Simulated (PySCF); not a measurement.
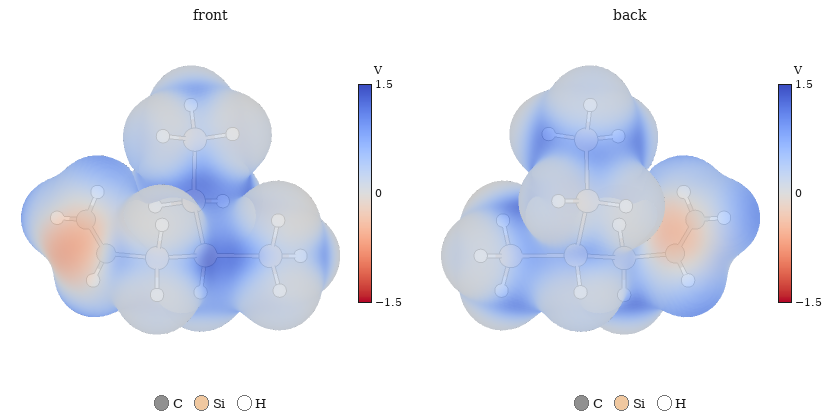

C₂H₁₄Si₅. The molecular electrostatic potential painted on the density surface at 0.002 e/bohr³, seen from the front and from behind; red is negative and blue positive.

Geometry: GFN2-xTB.

Level of theory: PBE0/pcSseg-1, SCF density, gas phase, non-relativistic in PySCF 2.14.0.

```xyz
21

C    -1.4641    2.7812   -0.4582
C    -2.1608    1.6568   -0.4163
Si   -1.9043    0.2864    0.8474
Si   -0.4825   -1.3315   -0.0564
Si    0.0552   -3.0274    1.4384
Si    1.4237   -0.3355   -0.9866
Si    2.6902    0.8709    0.5220
H    -0.7120    3.0054    0.2818
H    -1.6098    3.5356   -1.2171
H    -2.9040    1.4868   -1.1870
H    -3.2393   -0.1950    1.2293
H    -1.3165    0.8897    2.0514
H    -1.2322   -1.9775   -1.1624
H     0.9052   -4.0636    0.8479
H     0.7992   -2.4854    2.5787
H    -1.1078   -3.7214    1.9946
H     1.0406    0.5294   -2.1146
H     2.2681   -1.3597   -1.6265
H     3.0579    0.0433    1.6751
H     1.9422    2.0133    1.0548
H     3.9420    1.4152   -0.0065
```

**Describe the electrostatic potential map.**

The most negative region (about −0.5 V, or −12 kcal/mol for a unit charge) lies over the π face of C1 and C2, the most positive (about +1.1 V, or +25 kcal/mol for a unit charge) over the Si atoms.

**What dipole moment does the calculation give?**

Its dipole moment is 0.80 D.
